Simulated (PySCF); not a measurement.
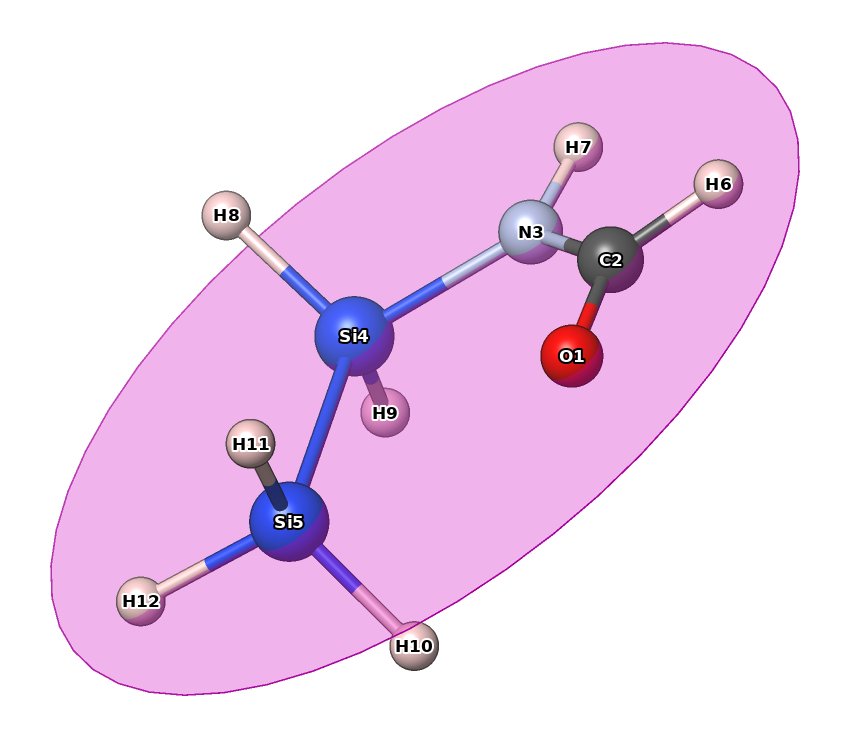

A disc through the centre of mass is drawn in. Atoms fade into the background with distance from the viewer. The computed structure is the end point of a PBE0-D3(BJ)/def2-SVP optimisation. No frequency run is at hand to confirm it as a minimum.

Is the plane of the disc a mirror plane of the structure?

Yes. The reflection leaves O1, C2, N3, Si4, Si5, H6, H7, H12 in place and moves H8 ↔ H9; H10 ↔ H11. The point group is Cs.
